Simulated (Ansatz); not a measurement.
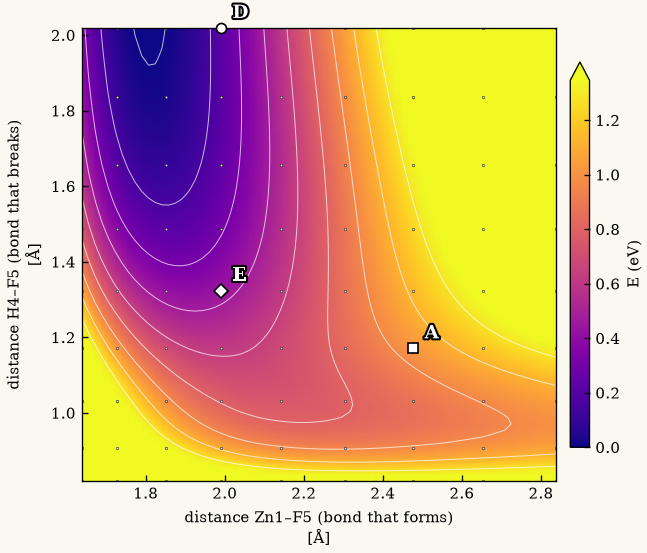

The reacting system ClFH₃NZn (fragments ClH₂NZn + FH where the first distance is long, ClFH₃NZn where the second is long). First axis: distance Zn1–F5 (bond that forms). Second axis: distance H4–F5 (bond that breaks). Relaxed at each point: all other coordinates. The scan uses a 9 × 9 grid. Points are written as (first, second). Energies: eV, counted from the lowest grid point. The reference is spin-restricted, so regions where a bond is pulled apart into radicals lie too high. Method: RKS PBE0-D4/def2-SVP (Ansatz).

Drawn: a smooth colour map with a few white contour lines, dots at the grid points, one colour for all values above the top of the scale, lettered points. Between grid points the surface is interpolated.

Rank the lettered points by energy, lowest first.

D (0.21 eV), E (0.44 eV), A (1.01 eV).
